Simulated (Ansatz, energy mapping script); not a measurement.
# Spin model of NiO from collinear orders, part 2 of 2

Aim: the exchange couplings of NiO from the energies of a few collinear orders, and the ordering temperature that they give.

PBE with U = 6 eV on Ni d, ortho-atomic projectors; plane waves, U on orthogonalised atomic orbitals unless named otherwise, collinear spin, no spin–orbit coupling.

So far. Step 4 (Run 1 (parallel; cell A, 4 atoms)): The run ends ferromagnetic.

### 5. Order 2: compensated +−, cell A of 4 atoms

This order reverses 8 of the 12 neighbours at 2.95 Å and 0 of the 6 neighbours at 4.17 Å, counted for an average magnetic atom.

input.yaml reads:

```yaml
crystal:
  lattice:
    - [0.0, -2.085901641, -2.085901641]
    - [0.0, 2.085901641, -2.085901641]
    - [4.171803282, 0.0, 0.0]
  atoms:
    - { symbol: Ni, position: [0.5, 0.5, 0.5], spin: 2.0 }
    - { symbol: Ni, position: [0.0, 0.0, 0.0], spin: -2.0 }
    - { symbol: O, position: [0.5, 0.5, 0.0] }
    - { symbol: O, position: [0.0, 0.0, 0.5] }
magnetization:
  spin_polarized: true
kpoints:
  mp_grid: { grid: [8, 8, 6] }
hamiltonian:
  xc: pbe
  hubbard:
    sites:
      - { species: Ni, l: d, u_eff: 6.0 }
      - { site: 0, l: d, u_eff: 6.0, starting_ns: [{ spin: up, occupation_matrix: ni1_major }, { spin: down, occupation_matrix: ni1_minor }] }
      - { site: 1, l: d, u_eff: 6.0, starting_ns: [{ spin: up, occupation_matrix: ni1_minor }, { spin: down, occupation_matrix: ni1_major }] }
    projectors: ortho-atomic
    occupation_matrices:
      ni1_major:
        matrix:
          - [0.998, 0.0, 0.0, 0.0, 0.0]
          - [0.0, 0.999, 0.0, 0.0, 0.0]
          - [0.0, 0.0, 0.999, 0.0, 0.0]
          - [0.0, 0.0, 0.0, 0.998, 0.0]
          - [0.0, 0.0, 0.0, 0.0, 0.999]
      ni1_minor:
        matrix:
          - [0.146, 0.0, 0.0, 0.0, 0.0]
          - [0.0, 0.997, 0.0, 0.0, 0.0]
          - [0.0, 0.0, 0.997, 0.0, 0.0]
          - [0.0, 0.0, 0.0, 0.146, 0.0]
          - [0.0, 0.0, 0.0, 0.0, 0.997]
scf:
  occupations: { method: fermi_dirac, width: 0.05 }
output:
  eigenvalues: true
  write_density: true
  write_potential: true
  elf: true
  volumetric_format: npy
```

The run is started by

```bash
$ ansatz run input.yaml --threads 4 --pin off --max-ram 8192MiB --backend cpu --events-out ev --progress --plain --runs-dir out
```

Numbers of over 12 decimals in the logs are rounded to 6 here.

Output:

```text
[...]
Crystal: 4 atoms, lattice volume = 36.303 Å³
Basis set: ecut = 420 eV, 681 PW (Γ)
Bands: 32, of which v1, the nominal top of the filled ones, is band 24 counted from 1 (23 counted from 0)
Symmetry: 16 space group operations
[...]
k-points: 60 of 384
[...]
Starting moments: Σ|m| = 4 μB on 2 of 4 sites
Starting magnetic order: antiferromagnet; a translation exchanges its spin sublattices: spin-degenerate at every k-point
[...]
SCF iter   1: F=—  HF=-12810.744391 eV  |F-HF|=—  |Δ(HF+E_count)|=         —  Δρ=1.74e-1 (↑1.74e-1 ↓1.74e-1)  dr2=2.41e1  dr2_m=2.35e0  M=0.000 μB ∫|m|=2.473 μB  β_m=0.30  ethr=3.10e-3  ⟨swp⟩=5.3  Hψ=6843  notcnv=0  defer=21
[...]
SCF iter  11: F=-12809.280583 eV  HF=-12809.280583 eV  |F-HF|=5.73e-10  |Δ(HF+E_count)|=   2.00e-7  Δρ=3.22e-6 (↑3.22e-6 ↓3.22e-6)  dr2=1.74e-9  dr2_m=2.98e-9  M=0.000 μB ∫|m|=3.805 μB  ethr=2.08e-10  ⟨swp⟩=8.2  Hψ=7777  notcnv=0
SCF 1 converged in 11 iterations: F = -12809.280583 eV  dr2 = 1.74e-9
[...]
SCF converged after 11 iterations
Magnetization: 0.0000 μB (24.0000 up, 24.0000 down)
Absolute magnetization: 3.8124 μB (∫|ρ↑−ρ↓|, with the PAW one-centre terms)
[...]
Per-site moments (μB) at R_I (Å): [(1.723416, 0.860434), (-1.723416, 0.860434), (-0.070901, 0.860434), (0.070901, 0.860434)]
Free energy (F): -12809.280583 eV
[...]
Internal energy: -12809.280583 eV  (E = F + TS)
E sigma→0 (E₀):  -12809.280583 eV
Fermi energy:    15.059034 eV
[...]
--- Specified on-site occupations, and those of the state reported ---
  electrons in the specified blocks: 16.5520 specified, 16.5388 found
[...]
--- Band table (eV; the first three rows and the last of 120) ---
  k-point 0 ↑: bands = [... 20 lower, 10.8108, 12.2332, 12.2427, 12.2427, 16.1190, 16.2919, 16.3525, 20.7419, ... 4 higher]
  k-point 1 ↑: bands = [... 20 lower, 11.1472, 11.7964, 12.2566, 12.2566, 16.1176, 16.4276, 17.1398, 20.9800, ... 4 higher]
  k-point 2 ↑: bands = [... 20 lower, 11.6648, 11.6648, 12.2329, 12.2329, 16.1147, 16.5561, 18.7982, 21.2337, ... 4 higher]
  k-point 59 ↓: bands = [... 20 lower, 10.5894, 10.9578, 10.9578, 11.8047, 16.6329, 17.1502, 22.9809, 23.5760, ... 4 higher]
Occupation matrices written to <dir>
```

Run time: 3.1 s. Hardware: 4 threads of Arm Neoverse N1, shared host; peak memory 0.41 GiB; 10 s of CPU time.

Spin moment in the sphere by atom:

| atom | spin moment in the sphere (μB) |
| --- | --- |
| Ni1 | 1.72 |
| Ni2 | -1.72 |
| O3 | -0.07 |
| O4 | 0.07 |

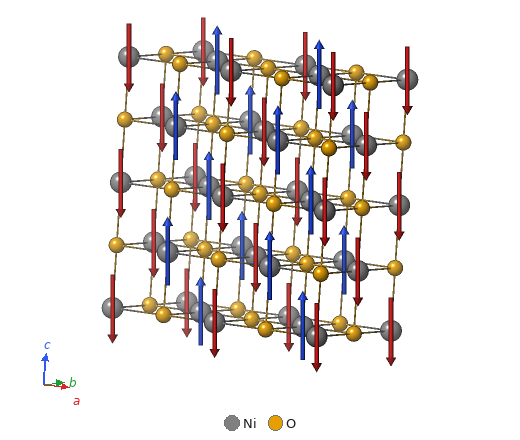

Spin moment in the sphere as arrows, the longest 1.72 μB. Up and down stand for the sign. Arrows give size and sign along the axis of quantisation, drawn up and down the page. The two directions have two colours. 2×1×2 conventional cells are drawn. Some periodic images of atoms are drawn too.

The run ends antiferromagnetic, 10.46 meV a magnetic atom above the parallel order of its cell.

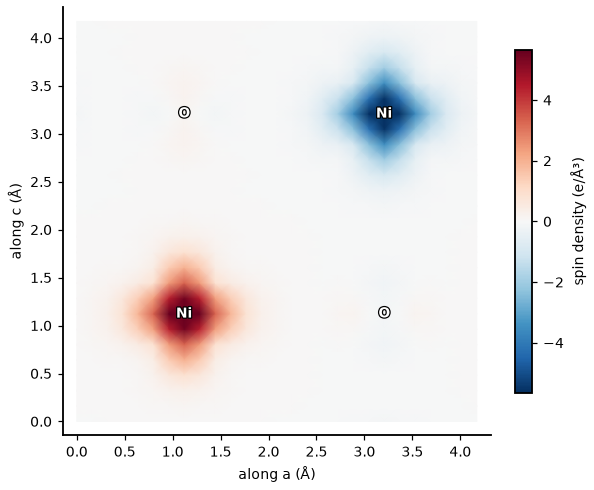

Spin density in the ac plane of the conventional cell at fractional y = 0.000, with atoms of Ni and O within 0.2 Å of it. The map starts off the cell's origin, so that atoms lie inside it.

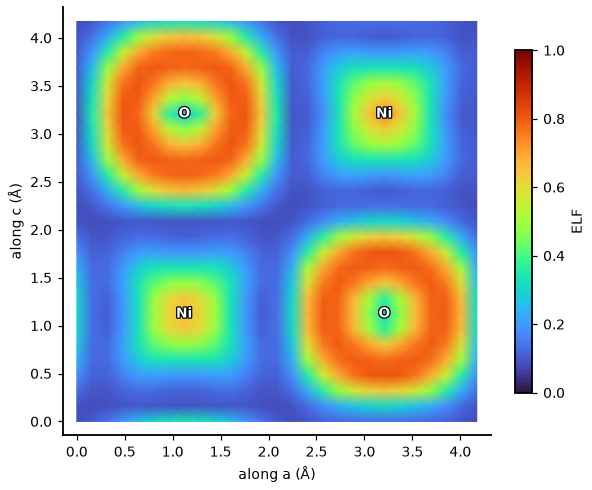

ELF in the ac plane of the conventional cell at fractional y = 0.000, with atoms of Ni and O within 0.2 Å of it. It is the smooth field of the valence electrons, not physical close to the nuclei. The map starts off the cell's origin, so that atoms lie inside it.

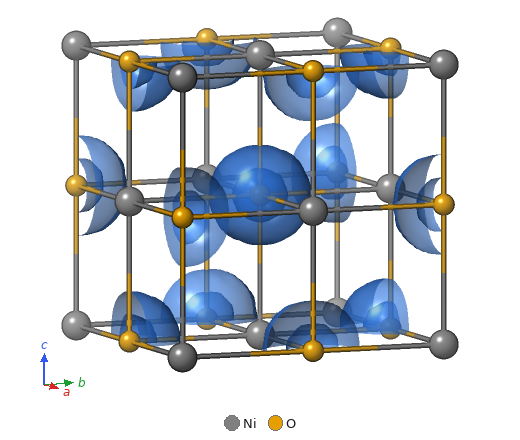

Surface of ELF = 0.73.

### 6. Parallel start in cell B (4 atoms)

A new cell needs its own zero of energy.

This run holds the same structure in another cell (c 4.172 → 5.109 Å, α 90.0 → 73.2°, β 90.0 → 73.2°, γ 90.0 → 60.0°).

input.yaml reads:

```yaml
crystal:
  lattice:
    - [0.0, -2.085901641, -2.085901641]
    - [-2.085901641, 0.0, -2.085901641]
    - [2.085901641, 2.085901641, -4.171803282]
  atoms:
    - { symbol: Ni, position: [0.5, 0.5, 0.5], spin: 2.0 }
    - { symbol: Ni, position: [0.0, 0.0, 0.0], spin: 2.0 }
    - { symbol: O, position: [0.75, 0.75, 0.75] }
    - { symbol: O, position: [0.25, 0.25, 0.25] }
magnetization:
  spin_polarized: true
kpoints:
  mp_grid: { grid: [9, 9, 9] }
hamiltonian:
  xc: pbe
  hubbard:
    sites:
      - { species: Ni, l: d, u_eff: 6.0 }
      - { site: 0, l: d, u_eff: 6.0, starting_ns: [{ spin: up, occupation_matrix: ni1_major }, { spin: down, occupation_matrix: ni1_minor }] }
      - { site: 1, l: d, u_eff: 6.0, starting_ns: [{ spin: up, occupation_matrix: ni1_major }, { spin: down, occupation_matrix: ni1_minor }] }
    projectors: ortho-atomic
    occupation_matrices:
      ni1_major:
        matrix:
          - [0.998, 0.0, 0.0, 0.0, 0.0]
          - [0.0, 0.999, 0.0, 0.0, 0.0]
          - [0.0, 0.0, 0.999, 0.0, 0.0]
          - [0.0, 0.0, 0.0, 0.998, 0.0]
          - [0.0, 0.0, 0.0, 0.0, 0.999]
      ni1_minor:
        matrix:
          - [0.146, 0.0, 0.0, 0.0, 0.0]
          - [0.0, 0.997, 0.0, 0.0, 0.0]
          - [0.0, 0.0, 0.997, 0.0, 0.0]
          - [0.0, 0.0, 0.0, 0.146, 0.0]
          - [0.0, 0.0, 0.0, 0.0, 0.997]
scf:
  occupations: { method: fermi_dirac, width: 0.05 }
output:
  eigenvalues: true
```

Output:

```text
[...]
Crystal: 4 atoms, lattice volume = 36.303 Å³
Basis set: ecut = 420 eV, 683 PW (Γ)
Bands: 32, of which v1, the nominal top of the filled ones, is band 24 counted from 1 (23 counted from 0)
Symmetry: 24 space group operations
[...]
k-points: 85 of 729
[...]
Starting moments: Σ|m| = 4 μB on 2 of 4 sites
[...]
k-point 1 ↑: bands = [... 20 lower, 10.4843, 11.8252, 12.1037, 12.1037, 13.8448, 13.8448, 16.3740, 20.0902, ... 4 higher]
  k-point 2 ↑: bands = [... 20 lower, 10.4397, 11.3597, 12.2986, 12.2986, 13.7037, 13.7037, 17.0054, 20.0058, ... 4 higher]
  k-point 84 ↓: bands = [... 20 lower, 11.3548, 11.4253, 16.7935, 16.8490, 17.5208, 17.6225, 23.6521, 23.7948, ... 4 higher]
Occupation matrices written to <dir>
[key lines of the parts left out:]
SCF converged after 11 iterations
Magnetization: 4.0000 μB (26.0000 up, 22.0000 down)
Free energy (F): -12809.301187 eV
Fermi energy:    14.926692 eV
```

Run time: 7.1 s. Hardware: 4 threads; peak memory 0.43 GiB.

The run ends ferromagnetic. For each magnetic atom its energy differs from the parallel run of the first cell by 0.15 meV, an error that one common reference would have brought in.

### 7. Compensated +− start in cell B (4 atoms)

This order reverses 6 of the 12 neighbours at 2.95 Å and 6 of the 6 neighbours at 4.17 Å, counted for an average magnetic atom.

Edit input.yaml of step 6 so:

```diff
@@ -7,3 +7,3 @@
     - { symbol: Ni, position: [0.5, 0.5, 0.5], spin: 2.0 }
-    - { symbol: Ni, position: [0.0, 0.0, 0.0], spin: 2.0 }
+    - { symbol: Ni, position: [0.0, 0.0, 0.0], spin: -2.0 }
     - { symbol: O, position: [0.75, 0.75, 0.75] }
@@ -20,3 +20,3 @@
       - { site: 0, l: d, u_eff: 6.0, starting_ns: [{ spin: up, occupation_matrix: ni1_major }, { spin: down, occupation_matrix: ni1_minor }] }
-      - { site: 1, l: d, u_eff: 6.0, starting_ns: [{ spin: up, occupation_matrix: ni1_major }, { spin: down, occupation_matrix: ni1_minor }] }
+      - { site: 1, l: d, u_eff: 6.0, starting_ns: [{ spin: up, occupation_matrix: ni1_minor }, { spin: down, occupation_matrix: ni1_major }] }
     projectors: ortho-atomic
```

Output:

```text
[...]
Crystal: 4 atoms, lattice volume = 36.303 Å³
Basis set: ecut = 420 eV, 683 PW (Γ)
Bands: 32, of which v1, the nominal top of the filled ones, is band 24 counted from 1 (23 counted from 0)
Symmetry: 12 space group operations
[...]
k-points: 85 of 729
[...]
Starting moments: Σ|m| = 4 μB on 2 of 4 sites
[...]
k-point 1 ↑: bands = [... 20 lower, 11.9377, 11.9377, 12.5194, 12.5194, 16.5284, 17.2270, 17.2270, 20.1867, ... 4 higher]
  k-point 2 ↑: bands = [... 20 lower, 11.7391, 11.7391, 12.7899, 12.7899, 17.1548, 17.1630, 17.1630, 20.1165, ... 4 higher]
  k-point 84 ↓: bands = [... 20 lower, 10.9745, 11.2044, 11.9291, 12.2334, 17.0521, 17.2112, 23.3609, 23.6061, ... 4 higher]
Occupation matrices written to <dir>
[key lines of the parts left out:]
SCF converged after 13 iterations
Magnetization: 0.0000 μB (24.0000 up, 24.0000 down)
Free energy (F): -12809.516504 eV
Fermi energy:    14.753210 eV
```

It took 4.4 s on 4 threads; peak memory 0.43 GiB.

The run ends antiferromagnetic, 107.66 meV a magnetic atom below the parallel order of its cell.

### 8. Mapping onto a Heisenberg model

Each energy difference is a sum of couplings weighted by the pairs that the order reverses. A few near shells are fitted to the differences by least squares. Energies are those extrapolated to zero occupation width, not the free energies F.

The orders that converged (zero: parallel moments in the same cell):

| order | atoms | energy (meV a magnetic atom) | moments (μB) | moments kept as typed | opposed neighbours at 2.95, 4.17 Å |
| --- | --- | --- | --- | --- | --- |
| parallel in cell A | 4 | 0.00 | 1.72 | yes | 0, 0 |
| compensated +− in cell A | 4 | 10.46 | 1.72 | yes | 8, 0 |
| parallel in cell B | 4 | 0.00 | 1.72 | yes | 0, 0 |
| compensated +− in cell B | 4 | -107.66 | 1.66 | yes | 6, 6 |

Couplings from the energies, with E = −Σ J e·e over ordered pairs:

| pair | distance (Å) | neighbours | J (meV) |
| --- | --- | --- | --- |
| Ni–Ni | 2.95 | 12 | 0.653 |
| Ni–Ni | 4.17 | 6 | -9.63 |

These orders cannot tell some unfitted shells from fitted ones: the value at 2.95 Å holds J(2.95) + 2 J(5.11) + 2 J(6.60); other unfitted shells add to the values wholly or in part. No temperature is drawn.

### 9. What came out

| Quantity | Value |
| --- | --- |
| lowest order tried | compensated +− in cell B |
| largest fitted value (a combination of shells), Ni–Ni at 4.17 Å | -9.63 meV |

In words: Of the orders tried, NiO prefers the order “compensated +− in cell B” under PBE+U (6 eV), with 6 of 12 neighbours at 2.95 Å and 6 of 6 neighbours at 4.17 Å opposed. Orders that were not tried, spirals among them, may lie lower. The largest fitted coupling is the Ni–Ni pair at 4.17 Å, antiferromagnetic at -9.6 meV, across a ligand at about 180°. The straight metal–ligand–metal path outweighs the right-angled one, the pattern expected of superexchange through one ligand p orbital, which these runs do not test. The orders also reverse pairs at 5.11 Å, which are not fitted, so the fitted values hold their part too. No fitted order reverses the pairs at 5.90 Å, so their coupling is unknown and is set to zero in the model. 2 energy differences fix 2 couplings with none to spare, so the fit tests nothing. In the fitted orders moments change by up to 3.4 % against the parallel run of the same cell, so their size stays put. With a near shell that the orders cannot separate, no temperature is given.

[Logs and program files are shortened in this print: banners, set-up blocks, solver, clock and traceback lines can be left out without a mark of their own.]

[Logs are printed without paths, hosts, clocks, repeated set-up lines and the standing remarks that a program may print on its own settings, such as how far it seeks lower states.]

[Hosts, paths, dates, database ids (printed as entryN), source tags and the programs' standing remarks are cut or masked in the printed files.]

[Where a cell is said to come from a database of computed structures, the database is the Materials Project.]
